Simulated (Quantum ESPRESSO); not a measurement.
# Collinear magnetic orders of NiSO4 with Quantum ESPRESSO, part 2 of 3

Wanted: the moments of NiSO4 and the energy of each order that was tried.

Quantum ESPRESSO 7.5; PBEsol with U = 6 eV on Ni d (ortho-atomic projectors); plane waves with GBRV 1.5 PBEsol potentials, no spin-orbit coupling.

So far, absolute magnetization (μB): step 2 (start 1: ferro ++) 4.09.

## Step 3: Run 2, typed as antiferro +−

pw.in

```
&CONTROL
  calculation = 'scf'
  prefix = 'pwscf'
  outdir = './tmp'
  pseudo_dir = './pseudo'
  disk_io = 'nowf'
/
&SYSTEM
  ibrav = 0
  nat = 12
  ntyp = 4
  ecutwfc = 40
  ecutrho = 280
  nbnd = 63
  occupations = 'smearing'
  smearing = 'fd'
  degauss = 0.00367493
  nspin = 2
  starting_magnetization(1) = 0.1111
  starting_magnetization(2) = -0.1111
  starting_magnetization(3) = 0
  starting_magnetization(4) = 0
/
&ELECTRONS
  conv_thr = 2.4d-08
  electron_maxstep = 150
  mixing_beta = 0.3
/
ATOMIC_SPECIES
Ni1    58.6934 ni_pbesol_v1.4.uspp.F.UPF
Ni2    58.6934 ni_pbesol_v1.4.uspp.F.UPF
S      32.0600 s_pbesol_v1.4.uspp.F.UPF
O      15.9990 o_pbesol_v1.2.uspp.F.UPF
CELL_PARAMETERS angstrom
   2.5775000000   -3.9210000000    0.0000000000
   2.5775000000    3.9210000000    0.0000000000
   0.0000000000    0.0000000000    6.3380000000
ATOMIC_POSITIONS crystal
Ni1     0.0000000000    0.0000000000    0.0000000000
Ni2     0.0000000000    0.0000000000    0.5000000000
S       0.6400000000    0.3600000000    0.2500000000
S       0.3600000000    0.6400000000    0.7500000000
O       0.7500000000    0.2500000000    0.0500000000
O       0.2500000000    0.7500000000    0.5500000000
O       0.2500000000    0.7500000000    0.9500000000
O       0.7500000000    0.2500000000    0.4500000000
O       0.7700000000    0.7300000000    0.2500000000
O       0.2300000000    0.2700000000    0.7500000000
O       0.7300000000    0.7700000000    0.7500000000
O       0.2700000000    0.2300000000    0.2500000000
K_POINTS automatic
6 6 6 0 0 0
HUBBARD {ortho-atomic}
U Ni1-3d 6.0000
U Ni2-3d 6.0000
```

Started as:

```console
> OMP_NUM_THREADS=1 mpirun -n 4 pw.x -nk 4 -in pw.in > pw.out
```

What it wrote:

```text
[banner, memory and clock lines left out]
Program PWSCF v.7.5 starts

     Message from routine setup:
     using ibrav=0 with symmetry is DISCOURAGED, use correct ibrav instead

     bravais-lattice index     =            0
     lattice parameter (alat)  =       8.8672  a.u.
     unit-cell volume          =     864.5186 (a.u.)^3
     number of atoms/cell      =           12
     number of atomic types    =            4
     number of electrons       =        96.00
     number of Kohn-Sham states=           63
     kinetic-energy cutoff     =      40.0000  Ry
     charge density cutoff     =     280.0000  Ry
     scf convergence threshold =      2.4E-08
     mixing beta               =       0.3000
     number of iterations used =            8  plain     mixing
     Exchange-correlation= SLA  PW   PSX  PSC
                           (   1   4  10   8   0   0   0)
     Hubbard projectors: ortho-atomic
     Hubbard parameters of DFT+U (Dudarev formulation) in eV:
     U(Ni1-3d) =  6.0000
     U(Ni2-3d) =  6.0000

     Internal variables: lda_plus_u =T, lda_plus_u_kind = 0

     Internal variables: orbital_resolved =F, hub_pot_fix =F, apply_U = F

     celldm(1)=   8.867176  celldm(2)=   0.000000  celldm(3)=   0.000000
     celldm(4)=   0.000000  celldm(5)=   0.000000  celldm(6)=   0.000000

     crystal axes: (cart. coord. in units of alat)
               a(1) = (   0.549303  -0.835623   0.000000 )
               a(2) = (   0.549303   0.835623   0.000000 )
               a(3) = (   0.000000   0.000000   1.350721 )

     reciprocal axes: (cart. coord. in units 2 pi/alat)
               b(1) = (  0.910244 -0.598356  0.000000 )
               b(2) = (  0.910244  0.598356 -0.000000 )
               b(3) = ( -0.000000  0.000000  0.740345 )

     PseudoPot. # 1 for Ni read from file:
     ni_pbesol_v1.4.uspp.F.UPF
     Pseudo is Ultrasoft + core correction, Zval = 18.0

     PseudoPot. # 2 for Ni read from file:
     ni_pbesol_v1.4.uspp.F.UPF
     Pseudo is Ultrasoft + core correction, Zval = 18.0

     PseudoPot. # 3 for S  read from file:
     s_pbesol_v1.4.uspp.F.UPF
     Pseudo is Ultrasoft + core correction, Zval =  6.0

     PseudoPot. # 4 for O  read from file:
     o_pbesol_v1.2.uspp.F.UPF
     Pseudo is Ultrasoft + core correction, Zval =  6.0

     atomic species   valence    mass     pseudopotential
     Ni1              18.00    58.69340     Ni( 1.00)
     Ni2              18.00    58.69340     Ni( 1.00)
     S                 6.00    32.06000     S ( 1.00)
     O                 6.00    15.99900     O ( 1.00)

     Starting magnetic structure
     atomic species   magnetization
     Ni1             0.111
     Ni2            -0.111
     S               0.000
     O               0.000

      4 Sym. Ops., with inversion, found

   Cartesian axes

     site n.     atom                  positions (alat units)
         1        Ni1    tau(   1) = (   0.0000000   0.0000000   0.0000000  )
         2        Ni2    tau(   2) = (   0.0000000   0.0000000   0.6753607  )
         3        S      tau(   3) = (   0.5493033  -0.2339744   0.3376804  )
         4        S      tau(   4) = (   0.5493033   0.2339744   1.0130411  )
         5        O      tau(   5) = (   0.5493033  -0.4178115   0.0675361  )
         6        O      tau(   6) = (   0.5493033   0.4178115   0.7428968  )
         7        O      tau(   7) = (   0.5493033   0.4178115   1.2831854  )
         8        O      tau(   8) = (   0.5493033  -0.4178115   0.6078246  )
         9        O      tau(   9) = (   0.8239550  -0.0334249   0.3376804  )
        10        O      tau(  10) = (   0.2746517   0.0334249   1.0130411  )
        11        O      tau(  11) = (   0.8239550   0.0334249   1.0130411  )
        12        O      tau(  12) = (   0.2746517  -0.0334249   0.3376804  )

     number of k points=    68  Fermi-Dirac smearing, width (Ry)=  0.0037
                       cart. coord. in units 2pi/alat
        k(    1) = (   0.0000000   0.0000000   0.0000000), wk =   0.0046296
        k(    2) = (   0.0000000   0.0000000   0.1233908), wk =   0.0092593
        k(    3) = (   0.0000000   0.0000000   0.2467817), wk =   0.0092593
        k(    4) = (   0.0000000   0.0000000  -0.3701725), wk =   0.0046296
        k(    5) = (   0.1517073   0.0997260   0.0000000), wk =   0.0185185
        [... 63 further k-points ...]

     Dense  grid:    68401 G-vectors     FFT dimensions: (  48,  48,  64)

     Smooth grid:    29479 G-vectors     FFT dimensions: (  36,  36,  50)

     Check: negative core charge=   -0.000007
     Generating pointlists ...
     new r_m :   0.1746 (alat units)  1.5481 (a.u.) for type    1
     new r_m :   0.1746 (alat units)  1.5481 (a.u.) for type    2
     new r_m :   0.1348 (alat units)  1.1952 (a.u.) for type    3
     new r_m :   0.1348 (alat units)  1.1952 (a.u.) for type    4

     Initial potential from superposition of free atoms

     starting charge      91.9999, renormalised to      96.0000

     STARTING HUBBARD OCCUPATIONS:

     =================== HUBBARD OCCUPATIONS ===================
     ------------------------ ATOM    1 ------------------------
     Tr[ns(  1)] (up, down, total) =   5.00000  3.00000  8.00000
     Atomic magnetic moment for atom   1 =   2.00000
     [... lines left out ...]
     ------------------------ ATOM    2 ------------------------
     Tr[ns(  2)] (up, down, total) =   3.00000  5.00000  8.00000
     Atomic magnetic moment for atom   2 =  -2.00000
     [... lines left out ...]
     Number of occupied Hubbard levels =   16.0000

     Atomic wfc used for Hubbard projectors are orthogonalized

     Starting wfcs are   66 randomized atomic wfcs

     Self-consistent Calculation

     iteration #  1     ecut=    40.00 Ry     beta= 0.30
     Davidson diagonalization with overlap
     ethr =  1.00E-02,  avg # of iterations =  4.3

     =================== HUBBARD OCCUPATIONS ===================
     ------------------------ ATOM    1 ------------------------
     Tr[ns(  1)] (up, down, total) =   4.75796  2.45183  7.20980
     Atomic magnetic moment for atom   1 =   2.30613
     [... lines left out ...]
     ------------------------ ATOM    2 ------------------------
     Tr[ns(  2)] (up, down, total) =   2.45041  4.75804  7.20845
     Atomic magnetic moment for atom   2 =  -2.30763
     [... lines left out ...]
     Number of occupied Hubbard levels =   14.4182

     total energy              =    -989.23370556 Ry
     estimated scf accuracy    <       9.92572876 Ry

     total magnetization       =    -0.00 Bohr mag/cell
     absolute magnetization    =     4.95 Bohr mag/cell

     iteration #  2     ecut=    40.00 Ry     beta= 0.30
     Davidson diagonalization with overlap
     ethr =  1.00E-02,  avg # of iterations =  2.1

     total energy              =    -991.39356982 Ry
     estimated scf accuracy    <       1.49450379 Ry

     total magnetization       =     0.00 Bohr mag/cell
     absolute magnetization    =     3.47 Bohr mag/cell

     [... further iterations left out ...]

     iteration # 17     ecut=    40.00 Ry     beta= 0.30
     Davidson diagonalization with overlap
     ethr =  1.20E-10,  avg # of iterations =  1.0

     total energy              =    -991.64198369 Ry
     estimated scf accuracy    <       0.00000006 Ry

     total magnetization       =     0.00 Bohr mag/cell
     absolute magnetization    =     3.88 Bohr mag/cell

     iteration # 18     ecut=    40.00 Ry     beta= 0.30
     Davidson diagonalization with overlap
     ethr =  6.51E-11,  avg # of iterations =  2.1

     Magnetic moment per site  (integrated on atomic sphere of radius R)
     atom   1 (R=0.175)  charge= 15.3574  magn=  1.7079
     atom   2 (R=0.175)  charge= 15.3574  magn= -1.7079
     atom   3 (R=0.135)  charge=  1.3626  magn= -0.0000
     atom   4 (R=0.135)  charge=  1.3626  magn= -0.0000
     atom   5 (R=0.135)  charge=  4.2009  magn=  0.0124
     atom   6 (R=0.135)  charge=  4.2009  magn= -0.0124
     atom   7 (R=0.135)  charge=  4.2009  magn=  0.0124
     atom   8 (R=0.135)  charge=  4.2009  magn= -0.0124
     atom   9 (R=0.135)  charge=  4.1836  magn= -0.0000
     atom  10 (R=0.135)  charge=  4.1836  magn= -0.0000
     atom  11 (R=0.135)  charge=  4.1836  magn= -0.0000
     atom  12 (R=0.135)  charge=  4.1836  magn= -0.0000

     End of self-consistent calculation

     =================== HUBBARD OCCUPATIONS ===================
     ------------------------ ATOM    1 ------------------------
     Tr[ns(  1)] (up, down, total) =   4.97058  3.21934  8.18992
     Atomic magnetic moment for atom   1 =   1.75123
     [... lines left out ...]
     ------------------------ ATOM    2 ------------------------
     Tr[ns(  2)] (up, down, total) =   3.21935  4.97058  8.18992
     Atomic magnetic moment for atom   2 =  -1.75123
     [... lines left out ...]
     Number of occupied Hubbard levels =   16.3798

     Number of k-points >= 100: set verbosity='high' to print the bands.

     the Fermi energy is     7.8607 ev

!    total energy              =    -991.64198411 Ry
     estimated scf accuracy    <          9.2E-09 Ry
     smearing contrib. (-TS)   =      -0.00000000 Ry
     internal energy E=F+TS    =    -991.64198411 Ry

     The total energy is F=E-TS. E is the sum of the following terms:
     one-electron contribution =    -699.47320749 Ry
     hartree contribution      =     397.17078928 Ry
     xc contribution           =    -144.95750391 Ry
     ewald contribution        =    -544.50167412 Ry
     Hubbard energy            =       0.11961213 Ry

     total magnetization       =     0.00 Bohr mag/cell
     absolute magnetization    =     3.88 Bohr mag/cell

     convergence has been achieved in  18 iterations
```

The job ended after 4.1 min (4 MPI ranks of Arm Neoverse V2, shared host; peak memory 1.3 GiB; 16 min of CPU time).

Spin moment in the atom's sphere by atom:

```csv
atom,spin moment in the atom's sphere (μB)
Ni1,1.71
Ni2,-1.71
S3,0.00
S4,0.00
O5,0.01
O6,-0.01
O7,0.01
O8,-0.01
O9,0.00
O10,0.00
O11,0.00
O12,0.00
```

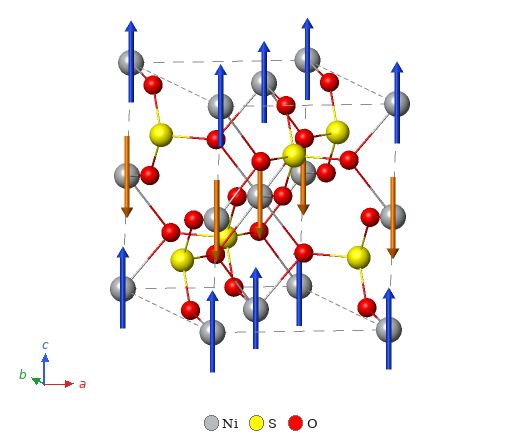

Spin moment in the atom's sphere as arrows, the longest 1.71 μB. Up and down stand for the sign. Arrows give size and sign along the axis of quantisation, drawn up and down the page. The two directions have two colours. Some periodic images of atoms are drawn too.

Read from the output:

* smearing term TS: 1.76e-14 eV
* magnetization: 0 μB
* absolute magnetization: 3.881 μB
* final state: antiferromagnetic

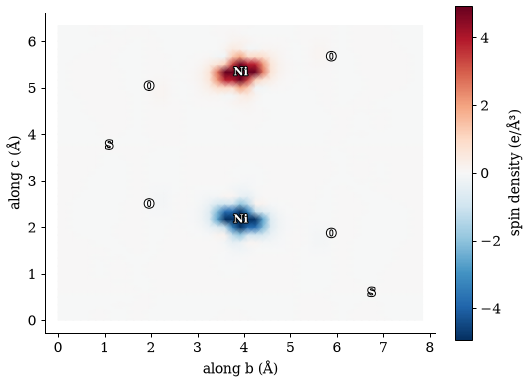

Spin density in the bc plane of the conventional cell at fractional x = 0.000, with atoms of Ni and S and O within 0.2 Å of it. The map starts off the cell's origin, so that atoms lie inside it.

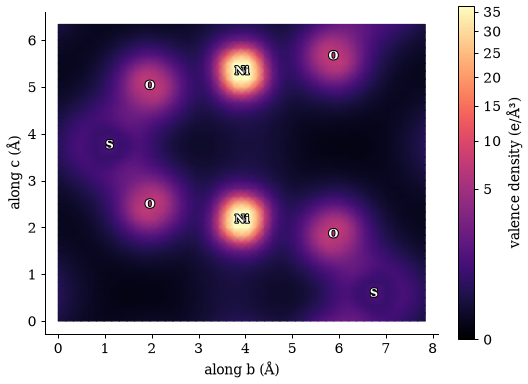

Valence density in the bc plane of the conventional cell at fractional x = 0.000, with atoms of Ni and S and O within 0.2 Å of it. It is the smooth field of the valence electrons, not physical close to the nuclei. The map starts off the cell's origin, so that atoms lie inside it. The colour scale is stretched toward low values.

## Step 4: The states side by side

An order is kept where moments of 0.15 μB or more survive with the typed signs; meshes match where a doubled cell samples the same k points as the first cell.

Orders:

| start | final state | typed order kept | energy over the lowest (meV a seeded atom) | largest site moment (μB) | net moment (μB a cell of the first run) | mesh matched | CPU time (s) |
| --- | --- | --- | --- | --- | --- | --- | --- |
| ferro ++ | ferromagnetic | yes | 15.7 | 1.717 | 4 | yes | 792.3 |
| antiferro +- | antiferromagnetic | yes | 0 | 1.708 | 0 | yes | 980.6 |

## Step 5: The lowest state again, with its states saved

Changes to pw.in since step 3:

```diff
@@ -5,3 +5,3 @@
   pseudo_dir = './pseudo'
-  disk_io = 'nowf'
+  disk_io = 'low'
 /
@@ -9,2 +9,3 @@
   ibrav = 0
+  celldm(1) = 8
   nat = 12
@@ -13,3 +14,3 @@
   ecutrho = 280
-  nbnd = 63
+  nbnd = 67
   occupations = 'smearing'
@@ -33,6 +34,6 @@
 O      15.9990 o_pbesol_v1.2.uspp.F.UPF
-CELL_PARAMETERS angstrom
-   2.5775000000   -3.9210000000    0.0000000000
-   2.5775000000    3.9210000000    0.0000000000
-   0.0000000000    0.0000000000    6.3380000000
+CELL_PARAMETERS alat
+   0.6088461357779   -0.9262020168322    0.0000000000000
+   0.6088461357779    0.9262020168322    0.0000000000000
+   0.0000000000000    0.0000000000000    1.4971355222348
 ATOMIC_POSITIONS crystal
```

What it wrote:

```text
     [... lines left out ...]
Program PWSCF v.7.5 starts
     [... lines left out ...]
     number of atoms/cell      =           12
     [... lines left out ...]
     number of electrons       =        96.00
     number of Kohn-Sham states=           67
     kinetic-energy cutoff     =      40.0000  Ry
     charge density cutoff     =     280.0000  Ry
     scf convergence threshold =      2.4E-08
     [... lines left out ...]
      4 Sym. Ops., with inversion, found
     [... lines left out ...]
     number of k points=    68  Fermi-Dirac smearing, width (Ry)=  0.0037
     [... lines left out ...]
     iteration # 18     ecut=    40.00 Ry     beta= 0.30
     [... lines left out ...]
     Magnetic moment per site  (integrated on atomic sphere of radius R)
     atom   1 (R=0.194)  charge= 15.3574  magn=  1.7079
     atom   2 (R=0.194)  charge= 15.3574  magn= -1.7079
     atom   3 (R=0.149)  charge=  1.3626  magn= -0.0000
     atom   4 (R=0.149)  charge=  1.3626  magn= -0.0000
     atom   5 (R=0.149)  charge=  4.2009  magn=  0.0124
     atom   6 (R=0.149)  charge=  4.2009  magn= -0.0124
     atom   7 (R=0.149)  charge=  4.2009  magn=  0.0124
     atom   8 (R=0.149)  charge=  4.2009  magn= -0.0124
     atom   9 (R=0.149)  charge=  4.1836  magn=  0.0000
     atom  10 (R=0.149)  charge=  4.1836  magn=  0.0000
     atom  11 (R=0.149)  charge=  4.1836  magn=  0.0000
     atom  12 (R=0.149)  charge=  4.1836  magn=  0.0000
     [... lines left out ...]
     Tr[ns(  1)] (up, down, total) =   4.97058  3.21933  8.18991
     [... lines left out ...]
     Tr[ns(  2)] (up, down, total) =   3.21933  4.97058  8.18991
     [... lines left out ...]
     the Fermi energy is     8.5628 ev
!    total energy              =    -991.64198411 Ry
     estimated scf accuracy    <       0.00000001 Ry
     smearing contrib. (-TS)   =      -0.00000000 Ry
     [... lines left out ...]
     total magnetization       =     0.00 Bohr mag/cell
     absolute magnetization    =     3.88 Bohr mag/cell
     convergence has been achieved in  18 iterations
```

Run time: 4.4 min. Hardware: 4 MPI ranks; peak memory 1.3 GiB.

This step gave:

- smearing term TS: 2.00e-12 eV
- magnetization: 0 μB
- absolute magnetization: 3.881 μB
- final state: antiferromagnetic
- largest moment: 1.708 μB

(Continued in part 3 of 3.)

[Logs and program files are shortened in this print: banners, set-up blocks, solver, clock and traceback lines can be left out without a mark of their own.]

[Logs are printed without paths, hosts, clocks, repeated set-up lines and the standing remarks that a program may print on its own settings, such as how far it seeks lower states.]

[Hosts, paths, dates, database ids (printed as entryN), source tags and the programs' standing remarks are cut or masked in the printed files.]

[Where a cell is said to come from a database of computed structures, the database is the Materials Project.]
